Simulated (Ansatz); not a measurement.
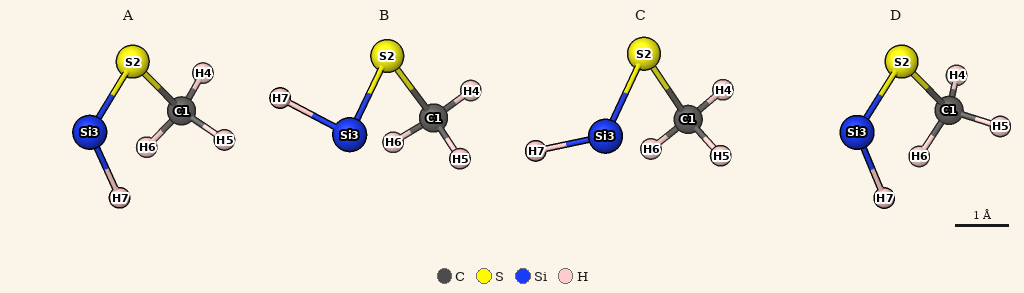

4 geometries from a converged minimum-energy path of CH₄SSi, shuffled. The picture is a ball-and-stick view, seen from a free direction.

Theory: RKS B3LYP-D4/def2-SVP in Ansatz 0.2.0. Set-up: 7 movable images; climbing image; force threshold 0.03 eV/Å; iteration limit 60; starting path through a guess of the saddle point.

Question: Which frame is the top of the path?

Answer: C. In order along the path, whose images run from 0 to 8: B (image 2, +0.33 eV), C (image 4, +0.93 eV), D (image 7, +0.09 eV), A (image 8, +0.09 eV). The motion is a rotation about the S2–Si3 bond by about 180°. No bond forms or breaks between the ends. Bond angles that change up to the highest image, for instance: C1–S2–Si3 104.3° → 91.2°, S2–Si3–H7 89.1° → 97.5°.
